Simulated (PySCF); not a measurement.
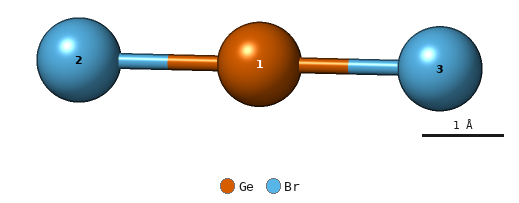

The input geometry (ball-and-stick view, seen at a tilt; atoms are numbered from 1 in the order of the input). Sticks mark near contacts. Bond lengths as drawn: Br–Ge 2.30 Å.

**Run report: GeBr2 (charge +1), frequency calculation**

System: GeBr2, charge +1, multiplicity 2.
Method: UKS-based PBE0, Ge def2-TZVP, Br def2-TZVP; non-relativistic Hamiltonian; density fitting (PySCF 2.14.0).

### The program's output
```
init E= -7224.17662296874
  alpha nocc = 51  HOMO = -0.468196231735493  LUMO = -0.321897428651866
  beta  nocc = 50  HOMO = -0.533289832216208  LUMO = -0.375768049773812
  HOMO = -0.468196231735  LUMO = -0.375768049774  gap/eV = 2.51510
cycle= 1 E= -7224.17662296874  delta_E= 2.73e-12  |g|= 8.06e-07  |ddm|= 1.59e-06
  alpha nocc = 51  HOMO = -0.468196202154254  LUMO = -0.321897209982365
  beta  nocc = 50  HOMO = -0.533289934880389  LUMO = -0.375768021569691
  HOMO = -0.468196202154  LUMO = -0.37576802157  gap/eV = 2.51510
Extra cycle  E= -7224.17662296875  delta_E= -1.18e-11  |g|= 1.2e-06  |ddm|= 2e-06
converged SCF energy = -7224.17662296875  <S^2> = 0.75686453  2S+1 = 2.0068528
```

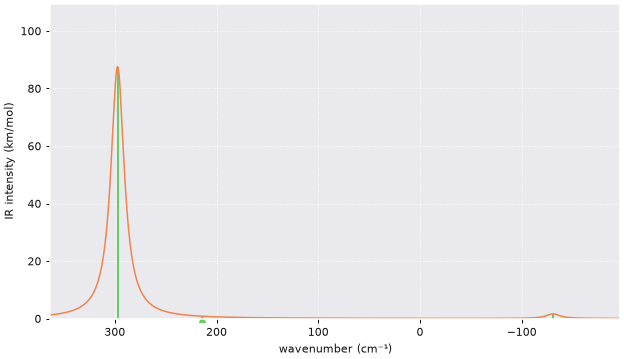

Harmonic infrared spectrum, unscaled: sticks (degenerate modes added up, dark ones marked on the axis) with a Lorentzian envelope of 16 cm⁻¹ full width, scaled to the tallest stick; imaginary modes are drawn at negative wavenumbers. 4 modes from 131i to 297 cm⁻¹, 2 imaginary beyond 8i (131i, 131i cm⁻¹): not a minimum. The strongest line is at 297 cm⁻¹ (88 km/mol). All modes, in cm⁻¹ (km/mol): 131i (0.8), 131i (0.8), 214 (0.0), 297 (88).

The run was set up as follows.

### Input file
```python
from pyscf import gto, scf, dft
mol = gto.M(atom='''
Ge     0.000000     0.000000     0.000000
Br     0.000000     0.000000     2.298428
Br    -0.000000    -0.000000    -2.298428''',
    basis={'Ge': 'def2-TZVP', 'Br': 'def2-TZVP'},
    charge=1, spin=1)
mf = dft.UKS(mol, xc='PBE0')
mf.grids.atom_grid = (75, 302)
aux = {'Ge': 'def2-universal-JKFIT', 'Br': 'def2-universal-JKFIT'}
mf = mf.density_fit(auxbasis=aux)
mf.conv_tol = 1e-09
mf.diis_space = 10
mf.max_cycle = 60
mf.verbose = 4
mf.kernel()
```

The script is an equivalent of the set-up of the self-consistent field. The run itself was carried out by a driver, which started from the orbitals of the step before it where there was one and computed the further properties.

Launched with:
```bash
OMP_NUM_THREADS=4 python axn.py task.json out
```

### Summary

- outcome: converged
- total energy: −7224.176623 hartree
- ⟨S²⟩: 0.757
- zero-point energy: 0.001164 hartree
- wavenumbers, lowest and highest: 131i and 297 cm⁻¹
- hardware: 4 threads of Arm Neoverse V1, 24 GiB of memory available, shared host
- wall time: 53 s (CPU time 2.8 min)
- peak memory: 1.2 GiB
